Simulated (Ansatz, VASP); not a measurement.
# SrScIr2 in two plane-wave programs

Wanted: the spread between two codes on one cell, functional and k mesh. The cell is generated by rule, not measured, and may not be a known phase. The cell is taken from a series of VASP runs on this material, whose earlier steps may have relaxed, scaled or displaced it; both programs get it as it stands. Valence electrons are named where the data sets of a main pair hold unlike numbers.

Method: plane waves, with VASP 6.6.1 beside it; single point at r2SCAN and band structure at r2SCAN, spin-orbit coupling, in Ansatz 0.2.0.

## 1. Set-up

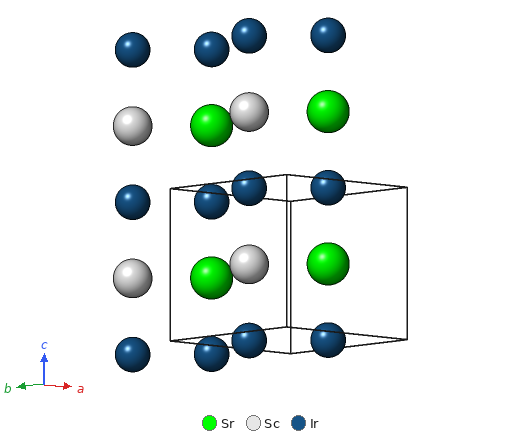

Start, viewed from a free direction; strontium green, scandium white, iridium blue. 1×2×2 cells are drawn. Some periodic images of atoms are drawn too.

As a file:

```cif
data_structure
_symmetry_space_group_name_H-M 'P 1'
_symmetry_Int_Tables_number 1
_cell_length_a 4.6319
_cell_length_b 4.6319
_cell_length_c 5.2559
_cell_angle_alpha 90.000
_cell_angle_beta 90.000
_cell_angle_gamma 120.000
_cell_volume 97.66
loop_
_atom_site_label
_atom_site_type_symbol
_atom_site_fract_x
_atom_site_fract_y
_atom_site_fract_z
_atom_site_occupancy
Sr1 Sr 0.66667 0.33333 0.50000 1
Sc2 Sc 0.33333 0.66667 0.50000 1
Ir3 Ir 0.33333 0.66667 0.00000 1
Ir4 Ir 0.66667 0.33333 0.00000 1
```

## 2. VASP: single point, r2SCAN

With cell and atoms fixed, the geometry can't cause a difference; cores, projectors, grids and the points listed under the comparison can.

Lines of VASP's logs that name or quote its potential files are left out, and so is its time.

INCAR

```
SYSTEM = SrScIr2
PREC = Accurate
ENCUT = 400
EDIFF = 1E-06
NELM = 100
ISMEAR = 0
SIGMA = 0.05
LREAL = .FALSE.
ALGO = Normal
METAGGA = R2SCAN
LASPH = .TRUE.
NBANDS = 25
LORBIT = 11
LWAVE = .FALSE.
LCHARG = .TRUE.
ISIF = 2
LELF = .TRUE.
LVHAR = .TRUE.
```

POSCAR

```
SrScIr2
1.0
    4.6319270953     -0.0000000003      0.0000000000
   -2.3159635533      4.0113665349      0.0000000000
    0.0000000000      0.0000000000      5.2559482474
Sr Sc Ir
1 1 2
Direct
    0.6666666700      0.3333333300      0.5000000000
    0.3333333300      0.6666666700      0.5000000000
    0.3333333300      0.6666666700      0.0000000000
    0.6666666700      0.3333333300      0.0000000000
```

KPOINTS

```
Automatic mesh
0
Gamma
6 6 4
0 0 0
```

Potentials, in the order of the species: Sr_sv, Sc_sv and Ir (PBE family, release 64).

Launch:

```
$ mpirun -np 2 vasp_std
```

Numbers of over 12 decimals in the logs are rounded to 6 here.

Log:

```text
[banner, memory and clock lines left out]
running    2 mpi-ranks, on    1 nodes
 distrk:  each k-point on    2 cores,    1 groups
 distr:  one band on    1 cores,    2 groups

 POSCAR found type information on POSCAR SrScIr
 POSCAR found :  3 types and       4 ions
|                                                                             |
|               ----> ADVICE to this user running VASP <----                  |
|                                                                             |
|     You enforced a specific xc type in the INCAR file but a different       |
|     [... a line on the potential file left out ...]
|     I HOPE YOU KNOW WHAT YOU ARE DOING!                                     |
|                                                                             |

 LDA part: xc-table for (None), standard interpolation
|                                                                             |
|           W    W    AA    RRRRR   N    N  II  N    N   GGGG   !!!           |
|           W    W   A  A   R    R  NN   N  II  NN   N  G    G  !!!           |
|           W    W  A    A  R    R  N N  N  II  N N  N  G       !!!           |
|           W WW W  AAAAAA  RRRRR   N  N N  II  N  N N  G  GGG   !            |
|           WW  WW  A    A  R   R   N   NN  II  N   NN  G    G                |
|           W    W  A    A  R    R  N    N  II  N    N   GGGG   !!!           |
|                                                                             |
|     The number of bands has been changed from the values supplied in        |
|     The orbitals not found in the WAVECAR file will be initialized with     |
|     random numbers, which is usually adequate. For correlated               |
|     calculations, however, you should redo the groundstate calculation.     |
|     I found NBANDS = 25. Now, NBANDS = 26.                                  |
|                                                                             |

 POSCAR, INCAR and KPOINTS ok, starting setup
 FFT: planning ... GRIDC
 FFT: planning ... GRID_SOFT
 FFT: planning ... GRID
 WAVECAR not read
 entering main loop
       N       E                     dE             d eps       ncg     rms          rms(c)
DAV:   1     0.315338949110E+03    0.31534E+03   -0.16080E+04  1092   0.122E+03
DAV:   2    -0.933763271551E+02   -0.40872E+03   -0.40094E+03  1108   0.463E+02
DAV:   3    -0.135684387606E+03   -0.42308E+02   -0.40848E+02  1876   0.134E+02
DAV:   4    -0.139452845540E+03   -0.37685E+01   -0.36710E+01  1920   0.359E+01
DAV:   5    -0.139621859207E+03   -0.16901E+00   -0.16825E+00  1720   0.576E+00    0.353E+01
DAV:   6    -0.126963784869E+03    0.12658E+02   -0.22696E+01  1814   0.361E+01    0.130E+01
DAV:   7    -0.129121706055E+03   -0.21579E+01   -0.41031E+01  1912   0.261E+01    0.213E+01
DAV:   8    -0.126196546504E+03    0.29252E+01   -0.43482E+01  1784   0.304E+01    0.796E+00
DAV:   9    -0.126323850346E+03   -0.12730E+00   -0.22749E+00  1722   0.114E+01    0.515E+00
DAV:  10    -0.126220647047E+03    0.10320E+00   -0.52253E-01  1680   0.676E+00    0.235E+00
DAV:  11    -0.126200384423E+03    0.20263E-01   -0.19727E-01  1696   0.349E+00    0.620E-01
DAV:  12    -0.126202387474E+03   -0.20031E-02   -0.15457E-02  1768   0.114E+00    0.299E-01
DAV:  13    -0.126201840507E+03    0.54697E-03   -0.48128E-03  1760   0.533E-01    0.932E-02
DAV:  14    -0.126201862828E+03   -0.22322E-04   -0.28166E-04  1572   0.131E-01    0.592E-02
DAV:  15    -0.126201871231E+03   -0.84027E-05   -0.60691E-05  2024   0.664E-02    0.197E-02
DAV:  16    -0.126201874722E+03   -0.34909E-05   -0.14276E-05  1586   0.293E-02    0.646E-03
DAV:  17    -0.126201875653E+03   -0.93113E-06   -0.12772E-06   784   0.100E-02
   1 F= -.12620188E+03 E0= -.12619839E+03  d E =-.696641E-02
```

OUTCAR, selected parts (step 2):

```text
ion  position               nearest neighbor table
   1  0.667  0.333  0.500-   4 2.63   4 2.63   2 2.67   2 2.67   2 2.67   3 3.75   3 3.75   3 3.75
                             3 3.75   3 3.75   3 3.75
   2  0.333  0.667  0.500-   3 2.63   3 2.63   1 2.67   1 2.67   1 2.67
   3  0.333  0.667  0.000-   2 2.63   2 2.63   4 2.67   4 2.67   4 2.67   1 3.75   1 3.75   1 3.75
                             1 3.75   1 3.75   1 3.75
   4  0.667  0.333  0.000-   1 2.63   1 2.63   3 2.67   3 2.67   3 2.67

  LATTYP: Found a hexagonal cell.
 ALAT       =     4.6319270953
 C/A-ratio  =     1.1347217129

 Subroutine GETGRP returns: Found 12 space group operations
 (whereof 12 operations were pure point group operations)

The static configuration has the point symmetry D_3h.

 Found     21 irreducible k-points:

   k-points           NKPTS =     21   k-points in BZ     NKDIM =     21   number of bands    NBANDS=     26

   dimension x,y,z NGX =    30 NGY =   30 NGZ =   36
   dimension x,y,z NGXF=    60 NGYF=   60 NGZF=   72

   ENCUT  =  400.0 eV  29.40 Ry    5.42 a.u.   7.55  7.55  8.57*2*pi/ulx,y,z

   NELECT =      39.0000    total number of electrons

 k-points in reciprocal lattice and weights: Automatic mesh
   0.00000000  0.00000000  0.00000000       0.007
   0.16666667 -0.00000000  0.00000000       0.042
   0.33333333  0.00000000  0.00000000       0.042
   0.50000000  0.00000000  0.00000000       0.021
   0.16666667  0.16666667  0.00000000       0.042
   0.33333333  0.16666667  0.00000000       0.083
   0.33333333  0.33333333  0.00000000       0.014
   0.00000000  0.00000000  0.25000000       0.014
   0.16666667 -0.00000000  0.25000000       0.083
[...]
0.33333333  0.16666667  0.50000000       0.083
   0.33333333  0.33333333  0.50000000       0.014

 average (electrostatic) potential at core
       1 -41.7464       2 -51.8638       3 -58.9585       4 -58.6562

 E-fermi :   3.8221

 k-point     1 :       0.0000    0.0000    0.0000
  band No.  band energies     occupation
    ...
     16       1.8915      2.00000
     17       1.8915      2.00000
     18       2.8175      2.00000
     19       2.8175      2.00000
     20       2.9743      2.00000
     21       5.3324      0.00000
     22       5.3324      0.00000
     23       5.4397      0.00000
     24       6.2861      0.00000
     25       6.2861      0.00000
    ...

 k-point     2 :       0.1667   -0.0000    0.0000
  band No.  band energies     occupation
    ...
     16       2.2103      2.00000
     17       2.4789      2.00000
     18       2.5567      2.00000
     19       2.9674      2.00000
     20       3.4356      2.00000
     21       4.7398      0.00000
     22       5.0560      0.00000
     23       6.0603      0.00000
     24       6.2488      0.00000
     25       6.3044      0.00000
    ...

 k-point     3 :       0.3333    0.0000    0.0000
  band No.  band energies     occupation
    ...
     15       1.1996      2.00000
     16       2.0879      2.00000
     17       2.3052      2.00000
     18       3.2371      2.00000
     19       3.5286      2.00000
     20       4.0146      0.00000
     21       4.5088      0.00000
     22       4.6744      0.00000
     23       5.9262      0.00000
     24       6.1775      0.00000
    ...

  Total        0.0043551      0.0043551      0.0083529     -0.0000000      0.0000000      0.0000000
  in kB        0.0714509      0.0714509      0.1370392     -0.0000000      0.0000000      0.0000000
  external PRESSURE =       0.0933137 kB  Pullay stress =       0.0000000 kB

  energy-cutoff  :      400.00
  volume of cell :       97.66
      direct lattice vectors                 reciprocal lattice vectors
     4.631927095 -0.000000000  0.000000000     0.215892863  0.124645803  0.000000000
    -2.315963553  4.011366535  0.000000000     0.000000000  0.249291605  0.000000000
     0.000000000  0.000000000  5.255948247     0.000000000  0.000000000  0.190260625

 POSITION                                       TOTAL-FORCE (eV/Angst)
 -----------------------------------------------------------------------------------
      2.31596      1.33712      2.62797         0.000000     -0.000000      0.000000
     -0.00000      2.67424      2.62797        -0.000000     -0.000000      0.000000
     -0.00000      2.67424      0.00000         0.000000      0.000000      0.000000
      2.31596      1.33712      0.00000        -0.000000      0.000000      0.000000
 -----------------------------------------------------------------------------------
    total drift:                                0.000011     -0.000006     -0.000000

  FREE ENERGIE OF THE ION-ELECTRON SYSTEM (eV)
  ---------------------------------------------------
  free  energy   TOTEN  =      -126.2018756531 eV

  energy  without entropy=     -126.1949092462  energy(sigma->0) =     -126.19839245

 total charge
# of ion       s       p       d       tot
------------------------------------------
    1        2.051   5.856   0.582   8.489
    2        2.212   6.086   1.320   9.618
    3        0.730   0.409   6.973   8.112
    4        0.733   0.364   7.071   8.168
--------------------------------------------------
tot          5.727  12.715  15.946  34.388

[... 3 further parts left out ...]
```

This run has no spin polarisation. Its electron count is odd, so without a moment it is a metal by construction. The k-mesh is coarse for a metal. The PAW data sets were made with PBE, which is usual practice but a small mismatch for other functionals.

## 3. Ansatz: single point, r2SCAN

Ansatz runs on its default PAW (the set named soft_2) files.

The same cell, functional, mesh and smearing now go to Ansatz, which takes its cutoff from its data sets.

input.yaml

```yaml
crystal:
  lattice:
    - [4.6319270953, -3.0e-10, 0.0]
    - [-2.3159635533, 4.0113665349, 0.0]
    - [0.0, 0.0, 5.2559482474]
  atoms:
    - { symbol: Sr, position: [0.66666667, 0.33333333, 0.5] }
    - { symbol: Sc, position: [0.33333333, 0.66666667, 0.5] }
    - { symbol: Ir, position: [0.33333333, 0.66666667, 0.0] }
    - { symbol: Ir, position: [0.66666667, 0.33333333, 0.0] }
hamiltonian:
  xc: r2scan
  pseudopotentials: { kind: paw }
kpoints:
  mp_grid: { grid: [6, 6, 4] }
scf:
  occupations: { method: gaussian, width: 0.05 }
  n_extra_bands: 5
output:
  forces: true
  stress: true
  eigenvalues: true
```

Launch:

```
$ ansatz run input.yaml --threads 2 --pin off --max-ram 4608MiB --backend cpu --events-out ev --progress --plain --runs-dir out
```

Log:

```text
Warning: the atoms were moved onto the symmetric positions of the space group found under crystal.symmetry.tolerance 1.0e-5 (fractional; no operation is sought that the atoms, as they stand in a round, miss by more than twice it, and no atom is moved by as much as it), and the run uses the moved positions. Before a round's move an operation carried an atom to 4.63e-8 Å from where it should land, the largest such dist [...]
scf.n_extra_bands = 5 over 28 filled bands (N_el = 55.0): the run solves 33 bands
Engine: ansatz 0.2.0, aarch64-unknown-linux-gnu
Pseudopotentials: kind: paw
Pseudopotential: Sr, paw, valence charge 10, recommended cutoff 500 eV (meta_gga), Sr.paw.azcp
Pseudopotential: Sc, paw, valence charge 11, recommended cutoff 500 eV (meta_gga), Sc.paw.azcp
Pseudopotential: Ir, paw, valence charge 17, recommended cutoff 500 eV (meta_gga), Ir.paw.azcp
Functional definition: r2SCAN
  parameter k0 = 0.174
  parameter k1 = 0.065
  parameter a1 = 4.9479
  exchange = r2scan_x(k0 = k0, k1 = k1, a1 = a1)
  correlation = r2scan_c
Crystal: 4 atoms, lattice volume = 97.657 Å³
Basis set: ecut = 500 eV, 2485 PW (Γ), exchange–correlation on 144×144×160 points (64 copies of the dense FFT grid, shifted against one another)
Bands: 33, of which v1, the nominal top of the filled ones, is band 28 counted from 1 (27 counted from 0)
Symmetry: 12 space group operations
Space group: P-6m2 (ITA 187), of the structure as read, at distance tolerance 4.6e-5 Å
k-points: 21 of 144 (time reversal used)
Non-local potential: Sr, projectors of the file, l = 0: 3, l = 1: 2, l = 2: 2
Non-local potential: Sc, projectors of the file, l = 0: 3, l = 1: 2, l = 2: 3, l = 3: 1
Non-local potential: Ir, projectors of the file, l = 0: 3, l = 1: 2, l = 2: 2, l = 3: 1
PAW form: soft (Blöchl's): semilocal exchange-correlation on the pseudo side does not see the compensation charge
PAW frozen core: Sr, regenerated for the run's functional (the file was generated under x = pbe(κ = 0.804, μ = 0.219515), c = pbe(β = 0.066725))
PAW frozen core: Sc, regenerated for the run's functional (the file was generated under x = pbe(κ = 0.804, μ = 0.219515), c = pbe(β = 0.066725))
PAW frozen core: Ir, regenerated for the run's functional (the file was generated under x = pbe(κ = 0.804, μ = 0.219515), c = pbe(β = 0.066725))
PAW one-centre angular grid: Sr, 302 points (default); XC on 160 Gauss nodes
PAW one-centre angular grid: Sc, 590 points (default); XC on 160 Gauss nodes
PAW one-centre angular grid: Ir, 590 points (default); XC on 160 Gauss nodes
Initial density: superposition of atomic densities (neutral atoms: chi_scale 0, normalization atom), corrected by the library's trained network
Initial wavefunctions: pseudopotential atomic-orbital guess
Functional: x = r2scan, c = r2scan; τ floored in thin density (d = 2e-4 eV/Å³)
SCF iter   1: F=—  HF=-29588.284554 eV  |F-HF|=—  |Δ(HF+E_count)|=         —  Δρ=3.70e-2  dr2=4.08e0  dr2_τ=2.76e-1  ethr=1.77e-3  ⟨swp⟩=7.5  Hψ=3231  notcnv=0
preconditioner: auto → LDOS  [insulator: Δε(μ)=0.091 eV  Ē_g=7.126 eV  σ=0.050 eV  W_gap=0.69  n_scr=22 (ndim 8)  ℏωp=20.2 eV  f_vac=0.031  D(μ)=1.84/eV (n_scr^D=8)  ε∞_Penn≈9.1  β→1.0]
SCF iter   2: F=—  HF=-29589.085923 eV  |F-HF|=—  |Δ(HF+E_count)|=   8.01e-1  Δρ=8.17e-2  dr2=1.81e1  dr2_τ=1.38e0  ethr=1.77e-3  ⟨swp⟩=3.8  Hψ=1540  notcnv=0  defer=17  recentre
SCF iter   3: F=—  HF=-29588.175552 eV  |F-HF|=—  |Δ(HF+E_count)|=   9.10e-1  Δρ=1.32e-2  dr2=4.94e-1  dr2_τ=1.06e-2  ethr=1.77e-3  ⟨swp⟩=3.0  Hψ=1346  notcnv=0  defer=20
SCF iter   4: F=—  HF=-29588.136426 eV  |F-HF|=—  |Δ(HF+E_count)|=   3.91e-2  Δρ=1.84e-3  dr2=4.33e-3  dr2_τ=5.73e-4  ethr=8.98e-4  ⟨swp⟩=2.2  Hψ=899  notcnv=0  defer=18
SCF iter   5: F=—  HF=-29588.137354 eV  |F-HF|=—  |Δ(HF+E_count)|=   9.29e-4  Δρ=5.53e-4  dr2=2.83e-4  dr2_τ=5.20e-5  ethr=7.87e-6  ⟨swp⟩=2.0  Hψ=865  notcnv=0  defer=20
SCF iter   6: F=—  HF=-29588.137560 eV  |F-HF|=—  |Δ(HF+E_count)|=   2.05e-4  Δρ=2.03e-4  dr2=5.33e-5  dr2_τ=7.69e-6  ethr=5.14e-7  ⟨swp⟩=2.0  Hψ=988  notcnv=0  defer=20
SCF iter   7: F=—  HF=-29588.137590 eV  |F-HF|=—  |Δ(HF+E_count)|=   3.06e-5  Δρ=4.22e-5  dr2=2.67e-6  dr2_τ=7.49e-7  ethr=9.70e-8  ⟨swp⟩=2.0  Hψ=910  notcnv=0  defer=20
SCF iter   8: F=—  HF=-29588.137592 eV  |F-HF|=—  |Δ(HF+E_count)|=   1.56e-6  Δρ=1.83e-5  dr2=5.53e-7  dr2_τ=4.10e-8  ethr=4.85e-9  ⟨swp⟩=2.0  Hψ=982  notcnv=0  defer=20
SCF iter   9: F=—  HF=-29588.137592 eV  |F-HF|=—  |Δ(HF+E_count)|=   9.07e-8  Δρ=9.31e-6  dr2=1.94e-7  dr2_τ=6.20e-9  ethr=1.01e-9  ⟨swp⟩=2.0  Hψ=910  notcnv=0  defer=20
SCF iter  10: F=-29588.137592 eV  HF=-29588.137592 eV  |F-HF|=6.57e-9  |Δ(HF+E_count)|=   8.69e-9  Δρ=2.12e-6  dr2=8.39e-9  dr2_τ=1.65e-10  ethr=1.82e-10  ⟨swp⟩=9.0  Hψ=2605  notcnv=0
SCF 1 converged in 10 iterations: F = -29588.137592 eV  dr2 = 8.39e-9
  greatest PAW one-centre occupation: 1.003 electrons in one spin orbital (limit 2), on the Ir atom at site 3 (counted from 0), in its partial waves of l = 1
SCF converged after 10 iterations
Free energy (F): -29588.137592 eV
Harris-Foulkes:  -29588.137592 eV  (|F-HF|=6.57e-9)
Internal energy: -29588.130719 eV  (E = F + TS)
E sigma→0 (E₀):  -29588.134156 eV
Entropy (-TS):   -0.006873 eV (-1.718 meV/atom)
Fermi energy:    11.666655 eV
--- Per-component energies (eV) ---
  E_band       = -849.715095
  E_kinetic    = 1757.854649
  E_local      = -5905.429066  (includes V_loc(G=0)·N_el)
  E_nonlocal   = 438.557346
  E_hartree    = 2214.460228
  E_xc         = -772.170777
  E_vxc        = -983.749502  (∫ρ·V_xc dr)
  E_paw        = -22181.704823  (= ΣΔE_a)
  E_vpaw       = -646.664609  (= ΣTr[D̂ρ^β])
  E_aug_tail   = -0.000024  (compensation charges beyond the density's cutoff)
  E_vtau       = 60.796112  (kinetic-family band-sum trace: ∫τ·v_τ [+ j·A + Jᵃ·Aᵃ] dr)
  E_ewald      = -5138.679935
  E_core_change = -1.018315  (= ΣΔE_core)
  E_smearing   = -0.006873  (= −TS)
  E_closure    = 0.000000  (closes the sum)
  Σ components = -29588.137592   (vs F -29588.137592, Δ=0.00e0)
--- Forces (eV/Å), atoms counted from 1 ---
  atom   1  Sr    -0.00000000     0.00000000     0.00000000
  atom   2  Sc    -0.00000000     0.00000000     0.00000000
  atom   3  Ir    -0.00000000     0.00000000    -0.00000000
  atom   4  Ir     0.00000000    -0.00000000    -0.00000000
  max |Σ_I F_I| component: 9.48e-17 eV/Å
--- Stress (GPa, compression-positive) ---
       -0.369044       0.000000      -0.000000
       -0.000000      -0.369044       0.000000
       -0.000000       0.000000      -1.277877
  P = ⅓ Tr σ = -0.6720 GPa (-6.720 kbar)
--- Band table (eV; the first three rows and the last of 21) ---
  k-point 0: bands = [... 24 lower, 9.7409, 10.6486, 10.6486, 10.8195, 13.1740, 13.1740, 13.2713, 14.1143, ... 1 higher]
  k-point 1: bands = [... 24 lower, 10.1331, 10.3087, 10.7793, 10.7793, 12.8227, 13.1116, 13.1116, 13.2705, ... 1 higher]
  k-point 2: bands = [... 24 lower, 9.7736, 10.9169, 10.9169, 11.4193, 12.0753, 12.4972, 12.4972, 13.1861, ... 1 higher]
  k-point 20: bands = [... 24 lower, 10.6576, 11.1666, 11.5007, 11.6673, 11.6932, 12.6658, 12.9210, 13.1415, ... 1 higher]
```

It took 16 s on 2 threads of Arm Neoverse N1, shared host; peak memory 0.57 GiB.

The run ends at a pressure of -0.67 GPa.

## 4. Differences

Known differences besides the potentials themselves: VASP keeps PBE cores, Ansatz makes them for the functional; the data sets hold 55 valence electrons in Ansatz (on its default PAW (the set named soft_2) files) and 39 in VASP; the cutoff is 500 eV in Ansatz and 400 eV in VASP. Total energies have different zeros and are not compared.

The two programs side by side:

```csv
quantity,Ansatz,VASP,difference
pressure (GPa),-0.67,0.01,-0.68
pressure without Ansatz's Pulay correction (GPa),-0.73,0.01,-0.74
```

Ansatz's pressure holds a Pulay correction of 0.06 GPa; VASP's holds none.

[end of part 1 of 2]

[Lines on the potential files, build, host, timing and source positions are cut from VASP's logs without a mark.]

[Logs are printed without paths, hosts, clocks, repeated set-up lines and the standing remarks that a program may print on its own settings, such as how far it seeks lower states.]

[Hosts, paths, dates, database ids (printed as entryN), source tags and the programs' standing remarks are cut or masked in the printed files.]
